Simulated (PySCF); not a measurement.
**TcS2 (charge −1): frequency calculation**

The run: frequency calculation of TcS2, charge −1, multiplicity 3. Method and program: UKS-based PBE0, Tc def2-SVPD with ECP28, S def2-SVPD; non-relativistic Hamiltonian with a scalar-relativistic core potential; density fitting (PySCF 2.14.0).

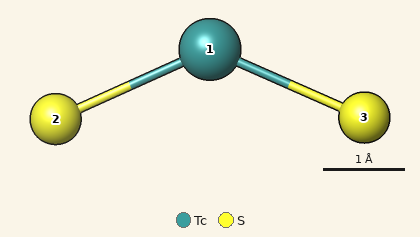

Figure 1. The structure (ball-and-stick view, seen on its broad side; atoms are numbered from 1 in the order of the input). Sticks mark near contacts. Bond lengths as drawn: S–Tc 2.12 Å.

## Summary

```csv
quantity,value
outcome,converged
total energy,−876.744622 hartree
⟨S²⟩,2.043
zero-point energy,0.002549 hartree
"wavenumbers, lowest and highest",108 and 520 cm⁻¹
hardware,"2 threads of AMD EPYC (Zen 3), 64 GiB of memory available, shared host"
wall time,38 s (CPU time 80 s)
peak memory,0.84 GiB
```

## Input
```python
from pyscf import gto, scf, dft
mol = gto.M(atom='''
Tc     0.000000     0.000000    -0.338861
S      1.935540     0.000000     0.523338
S     -1.935540     0.000000     0.523338''',
    basis={'Tc': 'def2-SVPD', 'S': 'def2-SVPD'},
    ecp={'Tc': 'def2-SVPD'},
    charge=-1, spin=2)
mf = dft.UKS(mol, xc='PBE0')
mf.grids.atom_grid = (75, 302)
aux = {'Tc': 'def2-universal-JKFIT', 'S': 'def2-universal-JKFIT'}
mf = mf.density_fit(auxbasis=aux)
mf.conv_tol = 1e-09
mf.diis_space = 10
mf.max_cycle = 60
mf.verbose = 4
mf.kernel()
```

The script is an equivalent of the set-up of the self-consistent field. The run itself was carried out by a driver, which started from the orbitals of the step before it where there was one and computed the further properties.

Run as:
```bash
OMP_NUM_THREADS=2 python axn.py task.json out
```

## Log
```
init E= -876.744621620346
  alpha nocc = 25  HOMO = -0.0519554579819916  LUMO = 0.0894277598587829
  beta  nocc = 23  HOMO = -0.0301708919225775  LUMO = 0.070095542150566
  HOMO = -0.0301708919226  LUMO = 0.0700955421506  gap/eV = 2.72839
cycle= 1 E= -876.744621618804  delta_E= 1.54e-09  |g|= 5e-05  |ddm|= 9.36e-05
  alpha nocc = 25  HOMO = -0.0519486028579265  LUMO = 0.0894378148366416
  beta  nocc = 23  HOMO = -0.0301621550172345  LUMO = 0.0701027741123857
  HOMO = -0.0301621550172  LUMO = 0.0701027741124  gap/eV = 2.72835
cycle= 2 E= -876.744621605469  delta_E= 1.33e-08  |g|= 0.000147  |ddm|= 0.000273
  alpha nocc = 25  HOMO = -0.0519551765473178  LUMO = 0.0894284957091499
  beta  nocc = 23  HOMO = -0.0301706265858334  LUMO = 0.0700956729670927
  HOMO = -0.0301706265858  LUMO = 0.0700956729671  gap/eV = 2.72838
cycle= 3 E= -876.744621620416  delta_E= -1.49e-08  |g|= 1.86e-05  |ddm|= 0.000215
  alpha nocc = 25  HOMO = -0.0519539635242005  LUMO = 0.0894302759477843
  beta  nocc = 23  HOMO = -0.0301690813844903  LUMO = 0.0700969575560306
  HOMO = -0.0301690813845  LUMO = 0.070096957556  gap/eV = 2.72838
cycle= 4 E= -876.744621620607  delta_E= -1.92e-10  |g|= 1.31e-06  |ddm|= 2.68e-05
  alpha nocc = 25  HOMO = -0.0519539444219869  LUMO = 0.0894306568519872
  beta  nocc = 23  HOMO = -0.0301691658605675  LUMO = 0.0700968167504115
  HOMO = -0.0301691658606  LUMO = 0.0700968167504  gap/eV = 2.72838
cycle= 5 E= -876.744621620625  delta_E= -1.77e-11  |g|= 1.2e-06  |ddm|= 1.62e-05
  alpha nocc = 25  HOMO = -0.0519535959801838  LUMO = 0.089431328048551
  beta  nocc = 23  HOMO = -0.0301687839664794  LUMO = 0.0700970953353998
  HOMO = -0.0301687839665  LUMO = 0.0700970953354  gap/eV = 2.72837
Extra cycle  E= -876.744621620626  delta_E= -1.14e-12  |g|= 2.25e-06  |ddm|= 9.9e-06
converged SCF energy = -876.744621620626  <S^2> = 2.0433276  2S+1 = 3.0287473
```

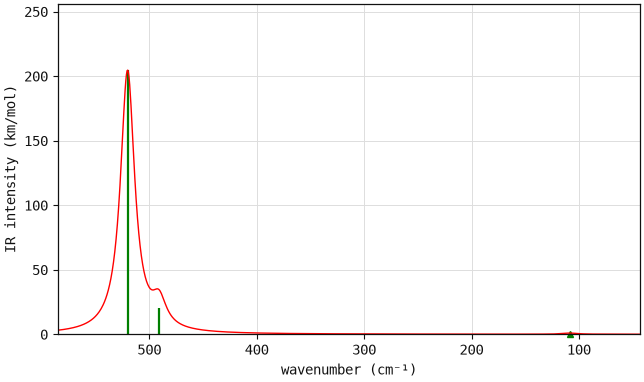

Figure 2. Harmonic infrared spectrum, unscaled: sticks (degenerate modes added up, dark ones marked on the axis) with a Lorentzian envelope of 16 cm⁻¹ full width, scaled to the tallest stick. 3 modes from 108 to 520 cm⁻¹, none imaginary. The strongest line is at 520 cm⁻¹ (205 km/mol). All modes, in cm⁻¹ (km/mol): 108 (0.9), 491 (21), 520 (205).

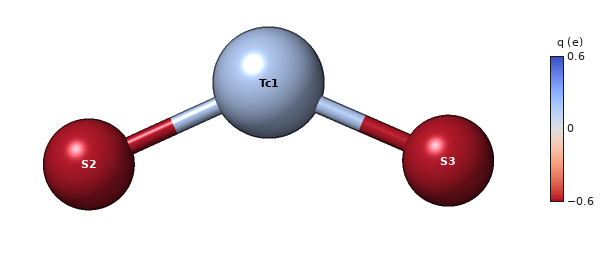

Figure 3. Mulliken charges, as the colour of each atom (ball-and-stick view, seen on its broad side; atoms are numbered from 1 in the order of the input). By element: Tc +0.15 and S −0.58 e.
